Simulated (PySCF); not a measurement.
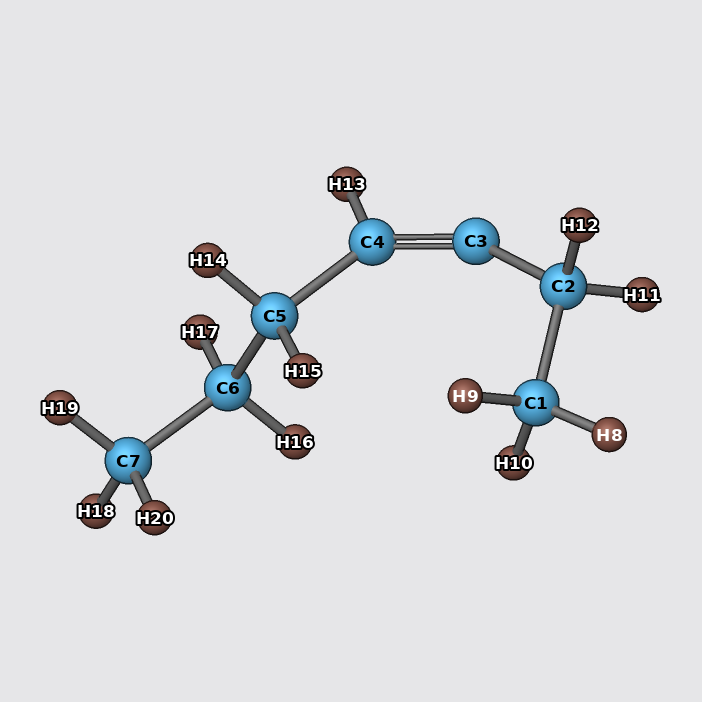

The questions are on Mulliken spin populations. Charge 0, doublet. The computed structure is the end point of a GFN2-xTB optimisation. No frequency run is at hand to confirm it as a minimum. Properties computed with UKS B3LYP, pcH-1 on C H, non-relativistic (PySCF 2.14.0).

Give the Mulliken spin populations atom by atom.

```csv
atom,value (e)
C1,0.05
C2,−0.05
C3,1.00
C4,−0.16
C5,0.08
C6,0.00
C7,0.00
H8,0.01
H9,0.00
H10,0.00
H11,0.02
H12,0.00
H13,0.05
H14,0.00
H15,0.00
H16,0.00
H17,0.00
H18,0.00
H19,0.00
H20,0.00
```

Mulliken values depend strongly on the basis set.
